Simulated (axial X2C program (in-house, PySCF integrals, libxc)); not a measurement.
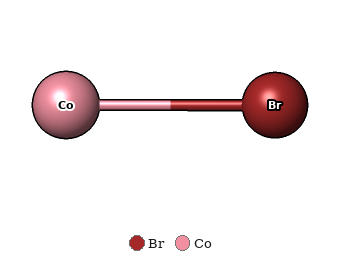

**Figure 1.** The molecule at the reference distance of 2.204 Å.

Relativistic diatomic calculation for BrCo⁺

BrCo⁺. The reference is closed-shell BrCo; the roots are the vertical energies to take an electron from it, which leaves states of BrCo⁺. The distance is the PBE0 minimum at charge 0. Computed at this level: EOM-IP-CCSD, two-component X2C with atomic mean-field Coulomb and Gaunt terms, Br dyall-cv3z, Co dyall-cv3z (cores contracted) (axial X2C program (in-house, PySCF integrals, libxc)).

**The program's output**
```
two-component X2C + atomic mean field  HF
basis functions 210  fitting functions 1174  grid points 5801
iter        total energy     max residual
   1      -3994.623196512     1.51e+00
   2      -3995.040977222     2.33e-02
   3      -3995.041897848     3.08e-02
   4      -3995.045746400     3.80e-03
   5      -3995.046009186     1.76e-03
   6      -3995.046096290     1.45e-03
   7      -3995.046188957     1.08e-03
   8      -3995.046249250     7.14e-04
   9      -3995.046294837     8.20e-04
  10      -3995.046305644     8.84e-04
  11      -3995.046308804     9.08e-04
  12      -3995.046285832     7.03e-04
  13      -3995.046252952     1.08e-04
  14      -3995.046252383     2.68e-05
  15      -3995.046252371     1.54e-05
  16      -3995.046252382     1.14e-05
  17      -3995.046252389     6.98e-06
  18      -3995.046252392     3.92e-06
  19      -3995.046252394     7.77e-07
converged
one-electron -6006.76539096  Coulomb 1936.05300134  exact exchange -149.83837287  xc functional 0.00000000  nuclear repulsion 226.89313263  atomic mean-field constant -1.38862254
correlated 16  virtual 264  natural virtual 88  E(MP2) -0.530179520  MP2 remainder -0.051318344
iter   CCSD correlation   residual
   1     -0.445729246   2.03e-01
   2     -0.464323442   1.13e-01
   3     -0.472123914   6.16e-02
   4     -0.475250652   4.11e-02
   5     -0.477973865   2.62e-02
   6     -0.478843506   1.58e-02
   7     -0.479248386   1.22e-02
   8     -0.479943819   9.54e-03
   9     -0.480148487   6.92e-03
  10     -0.480492819   3.85e-03
  11     -0.480475661   2.21e-03
  12     -0.480532031   1.24e-03
  13     -0.480543542   7.33e-04
  14     -0.480545837   4.51e-04
  15     -0.480545799   3.18e-04
  16     -0.480543083   2.61e-04
  17     -0.480540135   2.17e-04
  18     -0.480539718   1.89e-04
  19     -0.480536782   1.73e-04
  20     -0.480538477   1.62e-04
  21     -0.480536546   1.53e-04
  22     -0.480535942   1.46e-04
  23     -0.480534588   1.39e-04
  24     -0.480532086   1.32e-04
  25     -0.480529799   1.26e-04
  26     -0.480527708   1.19e-04
  27     -0.480524049   1.10e-04
  28     -0.480525027   9.56e-05
  29     -0.480523515   7.47e-05
  30     -0.480525624   5.73e-05
  31     -0.480527775   4.46e-05
  32     -0.480529415   3.39e-05
  33     -0.480530435   2.51e-05
  34     -0.480531168   1.96e-05
  35     -0.480531327   1.60e-05
  36     -0.480532138   1.25e-05
  37     -0.480532181   9.57e-06
  38     -0.480532538   8.13e-06
  39     -0.480532696   7.45e-06
  40     -0.480532837   7.08e-06
  41     -0.480532964   6.77e-06
  42     -0.480533098   6.44e-06
  43     -0.480533141   6.14e-06
  44     -0.480533252   5.88e-06
  45     -0.480533225   5.63e-06
  46     -0.480533357   5.27e-06
  47     -0.480533377   4.80e-06
  48     -0.480533408   4.17e-06
  49     -0.480533380   3.49e-06
  50     -0.480533346   2.61e-06
  51     -0.480533265   1.86e-06
  52     -0.480533247   1.40e-06
(T) -0.025012532626925276  T1 0.0346  D1 0.0852  max T2 0.167
EOM-IP-CCSD roots
2*Omega      energy/Eh   energy/eV  one-particle weight
    1       0.31794069      8.6516      0.891
    1       0.33038669      8.9903      0.910
    1       0.39617895     10.7806      0.888
    1       0.41677483     11.3410      0.913
    3       0.32845107      8.9376      0.915
    3       0.39635633     10.7854      0.872  not converged
    3       0.42821195     11.6522      0.000  not converged
    5       0.44885162     12.2139      0.005  not converged
```

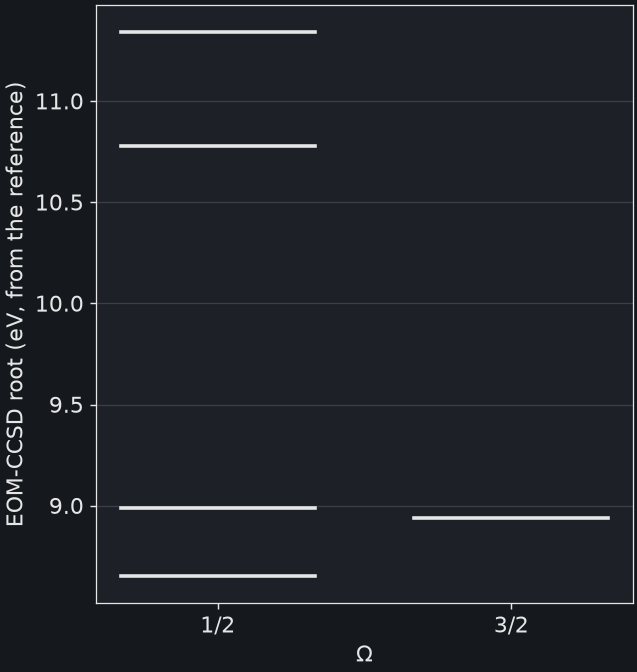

**Figure 2.** EOM-CCSD roots by Ω at 2.20 Å. The lowest has Ω = 1/2 and lies at 8.652 eV, with one-particle weight 0.89.

**Input file**
```
{"zs": [35, 27], "q": 1, "bas": ["dyall-cv3z", "dyall-cv3z"], "r0": 2.25, "eom": "ip", "rq": 0, "thr": -2.0, "nmax": 95, "grid": [1, 0.96, 1.045, 0.92, 1.09, 1.15]}
```

The line is the task of a batch: nuclear charges, charge, bases, a first guess of the distance and further settings. This report covers the levels named above. The log is that of the reference distance 2.204 Å.

The run was one of a batch that the task file lists, launched with:
```bash
python <driver script> task.json out
```

**Key numbers**

| quantity | value |
| --- | --- |
| outcome | converged |
| HF energy of the reference BrCo | −3995.04625 hartree |
| MP2 energy of the reference BrCo | −3995.57643 hartree |
| CCSD energy of the reference BrCo (with the MP2 share of the virtual spinors left out of the coupled-cluster step) | −3995.57810 hartree |
| CCSD(T) energy of the reference BrCo | −3995.60312 hartree |
| T1 diagnostic (spinor form; for a closed shell √2 times the usual value) | 0.035 |
| hardware | 1 thread of Arm Neoverse N1, 60 GiB of memory available, shared host |
| wall time | 67 s |
| peak memory | 0.96 GiB |

**Notes**

Caveats: some roots did not converge.
